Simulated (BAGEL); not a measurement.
# UHF/cc-pVTZ (density fitting with qzvpp-jkfit) run of SiHCl2 (SMILES Cl[SiH]Cl)

What is the vertical ionisation energy of SiHCl2 at UHF/cc-pVTZ (density fitting with qzvpp-jkfit)? 

The results are computed with BAGEL 1.2.2.

6 further runs of the same task are left out: 4 that didn't finish, 2 set aside as unsound or not needed. Runs told in other sessions of the task aren't counted.

## 1. The molecule

SiHCl2 has 4 atoms, charge 0, and is taken as a doublet. As SMILES, `Cl[SiH]Cl`. Geometry: relaxed at PBE0-D4/def2-TZVP.

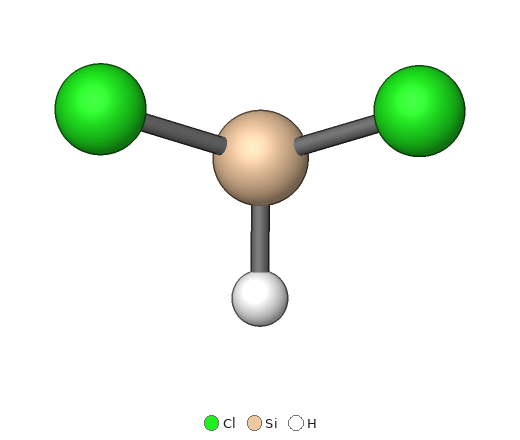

The structure, seen from a chosen angle (chlorine green, silicon light orange, hydrogen white).

## 2. The energy at UHF/cc-pVTZ (density fitting with qzvpp-jkfit)

The input, hf.json:

```json
{ "bagel": [

{
  "title": "molecule",
  "basis": "cc-pvtz.json",
  "df_basis": "qzvpp-jkfit",
  "angstrom": true,
  "geometry": [
    { "atom": "Cl", "xyz": [      -1.646600,       0.177800,       0.889400 ] },
    { "atom": "Si", "xyz": [       0.187600,      -0.414200,       0.200000 ] },
    { "atom": "Cl", "xyz": [       0.250900,      -0.281300,      -1.841700 ] },
    { "atom": "H", "xyz": [       1.208200,       0.517700,       0.752400 ] }
  ]
},

{ "title": "uhf", "charge": 0, "nopen": 1 },

{ "title": "print", "file": "orbitals.molden", "orbitals": true }

]}
```

The basis set cc-pVTZ is read from a file made from the Basis Set Exchange's data (not shown).

Run with:

```sh
$ BAGEL_NUM_THREADS=1 BAGEL hf.json > hf.out
```

The program printed:

```text
* using 1 threads per process

  ===============================================================
  ===============================================================

  *** Geometry ***

  { "atom" : "Cl", "xyz" : [     -3.111623,      0.335993,      1.680722 ] },
  { "atom" : "Si", "xyz" : [      0.354513,     -0.782725,      0.377945 ] },
  { "atom" : "Cl", "xyz" : [      0.474132,     -0.531580,     -3.480309 ] },
  { "atom" : "H", "xyz" : [      2.283167,      0.978311,      1.421830 ] },

  Number of auxiliary basis functions:      402

  Since a DF basis is specified, we compute 2- and 3-index integrals:
    o Being stored without compression. Storage requirement is 0.043 GB

  Number of basis functions:      116
  Number of electrons      :       49

    * METHOD: MOLECULE                             0.20

  *** Open-shell HF ***

  === Nuclear Repulsion ===
   179.8372231575

      * DIIS with orbital gradients will be used.

  === UHF iteration (cc-pvtz.json) ===
      0      -1208.56872324          0.01378711           0.15
      1      -1208.62060076          0.00682468           0.15
      2      -1208.63070030          0.00332893           0.15
      3      -1208.63309000          0.00087497           0.15
      4      -1208.63371764          0.00022443           0.15
      5      -1208.63376750          0.00008581           0.15
      6      -1208.63378421          0.00002464           0.15
      7      -1208.63378712          0.00001227           0.15
      8      -1208.63378816          0.00000449           0.15
      9      -1208.63378828          0.00000154           0.15
     10      -1208.63378829          0.00000059           0.15
     11      -1208.63378829          0.00000025           0.15
     12      -1208.63378829          0.00000011           0.15
     13      -1208.63378829          0.00000005           0.15
     14      -1208.63378829          0.00000003           0.15
     15      -1208.63378829          0.00000001           0.15
     16      -1208.63378829          0.00000001           0.15
    * SCF iteration converged.

    * S^2 (UHF) is 0.7551

    * Permanent dipole moment:
           (   -0.396564,     0.145412,    -0.300100) a.u.

    * METHOD: UHF                                  2.70

    * METHOD: PRINT                                0.04

  ===============================================================
```

It took 3.3 s on 1 thread of Arm Neoverse V1, shared host; peak memory 0.13 GiB.

## 3. The singlet cation, same level

The input, hf.json:

```json
{ "bagel" : [

{
  "title" : "molecule",
  "basis" : "cc-pvtz.json",
  "df_basis" : "qzvpp-jkfit",
  "angstrom" : true,
  "geometry" : [
    { "atom" : "Cl", "xyz" : [      -1.646600,       0.177800,       0.889400 ] },
    { "atom" : "Si", "xyz" : [       0.187600,      -0.414200,       0.200000 ] },
    { "atom" : "Cl", "xyz" : [       0.250900,      -0.281300,      -1.841700 ] },
    { "atom" : "H", "xyz" : [       1.208200,       0.517700,       0.752400 ] }
  ]
},

{
  "title" : "hf",
  "charge" : 1
},

{
  "title" : "print",
  "file" : "orbitals.molden",
  "orbitals" : true
}

]}
```

The basis set cc-pVTZ is read from a file made from the Basis Set Exchange's data (not shown).

Run with:

```sh
$ BAGEL_NUM_THREADS=1 BAGEL hf.json > hf.out
```

The program printed:

```text
* using 1 threads per process

  ===============================================================
  ===============================================================

  *** Geometry ***

  { "atom" : "Cl", "xyz" : [     -3.111623,      0.335993,      1.680722 ] },
  { "atom" : "Si", "xyz" : [      0.354513,     -0.782725,      0.377945 ] },
  { "atom" : "Cl", "xyz" : [      0.474132,     -0.531580,     -3.480309 ] },
  { "atom" : "H", "xyz" : [      2.283167,      0.978311,      1.421830 ] },

  Number of auxiliary basis functions:      402

  Since a DF basis is specified, we compute 2- and 3-index integrals:
    o Being stored without compression. Storage requirement is 0.043 GB

  Number of basis functions:      116
  Number of electrons      :       49

    * METHOD: MOLECULE                             0.20

  *** RHF ***

  === Nuclear Repulsion ===
   179.8372231575

      * DIIS with orbital gradients will be used.

  === RHF iteration (cc-pvtz.json) ===
      0      -1208.21040912          0.01094363           0.08
      1      -1208.28049679          0.00639060           0.07
      2      -1208.30493924          0.00095912           0.07
      3      -1208.30604857          0.00020051           0.07
      4      -1208.30612529          0.00006520           0.07
      5      -1208.30613597          0.00002264           0.07
      6      -1208.30613723          0.00000777           0.07
      7      -1208.30613740          0.00000245           0.07
      8      -1208.30613741          0.00000107           0.07
      9      -1208.30613741          0.00000038           0.07
     10      -1208.30613741          0.00000010           0.07
     11      -1208.30613741          0.00000004           0.07
     12      -1208.30613741          0.00000002           0.07
     13      -1208.30613741          0.00000001           0.07
    * SCF iteration converged.

    * Permanent dipole moment:
           (   -1.109861,     0.697126,    -0.888426) a.u.

    * METHOD: HF                                   1.20

    * METHOD: PRINT                                0.03

  ===============================================================
```

Wall time 1.6 s (1 thread of Arm Neoverse V1, shared host); peak memory 0.14 GiB.

## 4. Outcome

At UHF/cc-pVTZ (density fitting with qzvpp-jkfit):

| quantity | value |
| --- | --- |
| doublet SiHCl2: total energy | -1208.63379 Eh |
| doublet SiHCl2: dipole moment | 1.32 D |
| doublet SiHCl2: ⟨S²⟩ | 0.755 |
| singlet cation: total energy | -1208.30614 Eh |
| singlet cation: HOMO energy | -18.67 eV |
| singlet cation: LUMO energy | -7.88 eV |
| singlet cation: HOMO–LUMO gap | 10.79 eV |
| vertical ionisation energy (to the singlet cation) | 8.916 eV |

**Reading.** The vertical ionisation energy comes to 8.92 eV (206 kcal/mol).
